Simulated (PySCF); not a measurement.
C5H14OSn (SMILES [H][Sn]([H])([CH3])[O]C(C)(C)C)

| atom | x (Å) | y (Å) | z (Å) |
| --- | --- | --- | --- |
| Sn | 0.4913 | 1.9358 | 0.2935 |
| H | 0.4930 | 1.9997 | 2.0128 |
| H | 2.1020 | 1.9676 | -0.3116 |
| C | -0.7635 | 3.4198 | -0.5932 |
| H | -0.4367 | 4.4270 | -0.2999 |
| H | -1.7985 | 3.2616 | -0.2613 |
| H | -0.7192 | 3.3278 | -1.6869 |
| O | -0.4112 | 0.2628 | -0.3171 |
| C | -0.0475 | -1.0662 | -0.0050 |
| C | -0.1342 | -1.3090 | 1.5016 |
| C | -1.0629 | -1.9436 | -0.7337 |
| C | 1.3629 | -1.3703 | -0.5105 |
| H | 0.0693 | -2.3610 | 1.7528 |
| H | 0.5981 | -0.6904 | 2.0459 |
| H | -1.1388 | -1.0503 | 1.8684 |
| H | -2.0783 | -1.7061 | -0.3841 |
| H | -0.8699 | -3.0137 | -0.5623 |
| H | -1.0199 | -1.7437 | -1.8144 |
| H | 2.1130 | -0.7545 | 0.0127 |
| H | 1.4328 | -1.1512 | -1.5866 |
| H | 1.6314 | -2.4258 | -0.3506 |

Geometry: PBE0-D3(BJ)/def2-SVP; core potentials replace the inner electrons of Sn.

Theory: PySCF, wB97X-D/def2-SVPD, SCF density, gas phase, scalar-relativistic core potentials on the heavy atoms.

> Predict the electron density and electron localisation function between the atoms.

C–O (1.41 Å): ρ is about 2 e/Å³ halfway, with its minimum of 1.7 e/Å³ about 0.5 Å from C; the ELF peaks at about 0.90 between the atoms (a polar covalent bond).
C–C (1.53 Å): ρ is about 1.7 e/Å³ halfway; the ELF peaks at about 0.95 between the atoms, as expected for a shared electron pair.
Sn–O (2.00 Å): ρ is about 0.7 e/Å³ halfway; the ELF peaks at about 0.85 in the valence shell of O, 0.6 Å from its nucleus, and drops to about 0.10 between the two atoms.
C–Sn (2.14 Å): ρ is about 0.71 e/Å³ halfway; the ELF peaks at about 0.90 in the valence shell of C, 0.7 Å from its nucleus, and drops to about 0.15 between the two atoms.

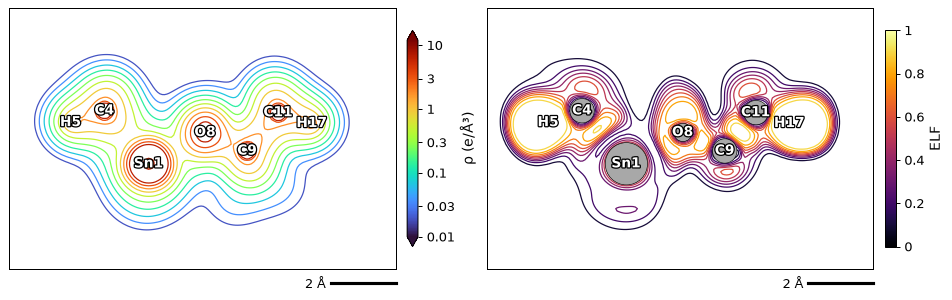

Computed electron density and electron localisation function on the plane of atoms C9, C11 and H17, in this order. Grey discs cover the atomic cores in the ELF map. 
